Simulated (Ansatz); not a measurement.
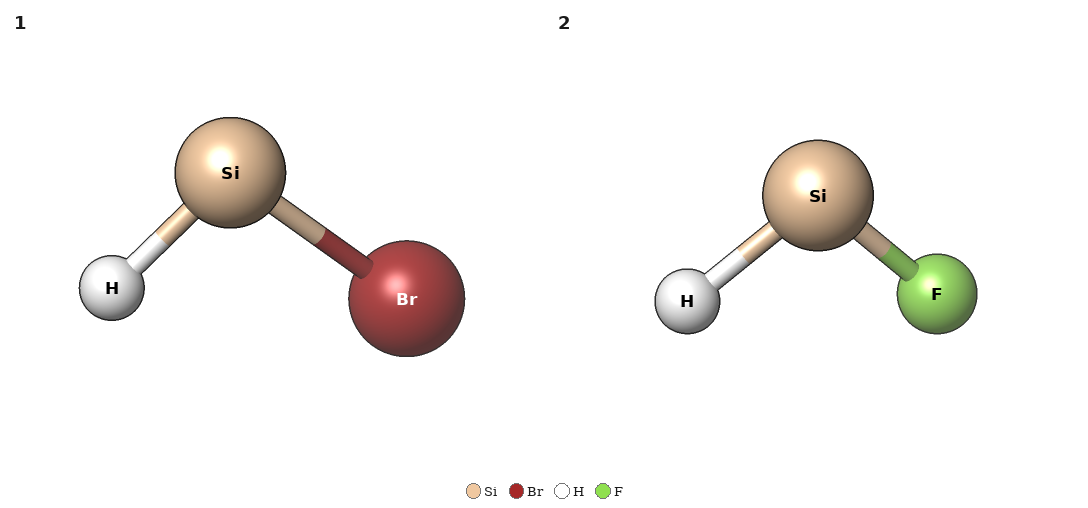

2 molecules with one skeleton, seen from the same side and at one scale. Each species is neutral and a spin singlet. Computed geometries: PBE0-D4/def2-TZVP optimisations, one conformation each. Properties computed with Ansatz 0.2.0.

One atom differs, called X below: Br in panel 1, F in panel 2. Their formulas are BrHSi (`[SiH]Br`), FHSi (`F[SiH]`).

Question: In which is the length of X–Si larger (PBE0-D4/def2-TZVP)?

Answer: In panel 1 (X = Br).

Question: In which is the vertical ionisation energy higher (r2SCAN-D4/def2-TZVPP)?

Answer: In panel 2 (X = F).

Give the values. With PBE0-D4/def2-TZVP: length of X–Si (Å), angle X–Si–H (°), harmonic X–Si stretching wavenumber (cm⁻¹). With ωB97M-V/def2-SVP: HOMO energy (Kohn–Sham orbital) (eV), HOMO–LUMO gap (eV). With r2SCAN-D4/def2-TZVPP: dipole moment (D), vertical ionisation energy (eV).

```tsv
quantity	1 (Br)	2 (F)	2 − 1
length of X–Si (Å)	2.245	1.612	−0.633
angle X–Si–H (°)	94.0	96.3	+2.3
HOMO energy (Kohn–Sham orbital) (eV)	−8.95	−8.95	0.00
HOMO–LUMO gap (eV)	7.95	8.57	+0.62
dipole moment (D)	0.89	0.85	−0.04
vertical ionisation energy (eV)	9.10	9.42	+0.32
harmonic X–Si stretching wavenumber (cm⁻¹)	412	849	+437
```
